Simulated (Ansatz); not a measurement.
The parent structure is MgF₂ in the rutile structure (space group P4_2/mnm, No. 136; a = 4.6389 Å, c = 3.0624 Å).

Perturbation: cell and atoms relaxed at a pressure of 5 GPa.

The values are results of PBEsol (Ansatz, an electronic-structure program; PAW; 420 eV plane waves; without spin-orbit coupling), not measurements.

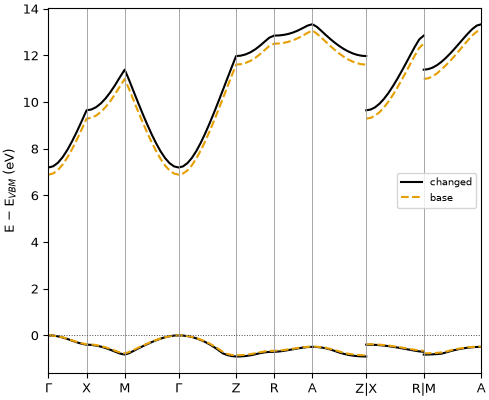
Fig. 1. Highest valence and lowest conduction band along the path, each from its own valence-band maximum

Question: From the figure, how large is the changed gap, and is it direct?

Answer: About 7.2 eV, direct at Γ.

Load acts through the strain it causes; cell and atoms are relaxed under it. Stability against distortions was not tested. No other phases were tried under pressure. The base started in Pnnm and relaxed to P4_2/mnm at this level.
